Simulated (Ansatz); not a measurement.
## How methods differ on SiH2F2 (SiF2H2)

SiH2F2 has 5 atoms, charge 0, and is taken as a singlet. As SMILES, `[H][Si]([H])(F)F`. The coordinates come from a GFN2-xTB relaxation.

```xyz
5

Si   -0.0914    0.0006   -0.0643
F     0.0092   -0.0188    1.5265
F     1.4360    0.0106   -0.5197
H    -0.6801    1.2578   -0.4555
H    -0.6737   -1.2502   -0.4869
```

Quantity: the electronic atomisation energy, in eV. The values are calculated. Electronic energies at fixed atoms, without zero-point motion or spin-orbit coupling.

| level | kind | program | value (eV) | less FCI/STO-3G |
| --- | --- | --- | --- | --- |
| HF/STO-3G | Hartree–Fock | Ansatz | 13.49 | -2.03 |
| PBE/STO-3G | GGA | Ansatz | 19.89 | +4.37 |
| BHLYP/STO-3G | global hybrid | Ansatz | 18.00 | +2.48 |
| PBE0/STO-3G | global hybrid | Ansatz | 18.80 | +3.28 |
| r2SCAN0/STO-3G | hybrid meta-GGA | Ansatz | 18.48 | +2.96 |
| MP2/STO-3G | perturbation theory | Ansatz | 15.05 | -0.47 |
| BCCD(T)/STO-3G | coupled cluster or CI | Ansatz | 15.51 | -0.01 |
| CCSD(T)/STO-3G | coupled cluster or CI | Ansatz | 15.51 | -0.01 |
| FCI/STO-3G | exact in the basis | Ansatz | 15.52 | 0.00 |

FCI/STO-3G is exact within its basis and frozen core, so for wave-function methods in that basis the difference is their error; functionals converge differently with the basis, so for them it is only a difference. The values span 13.49 to 19.89 eV. All rows use very small basis sets, so even the best lies far from the true value.

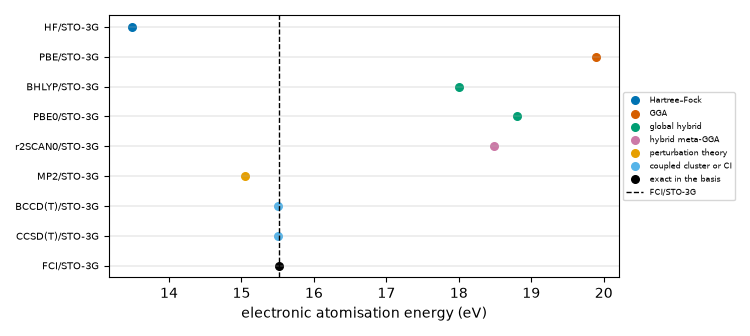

The values of the table, level by level.
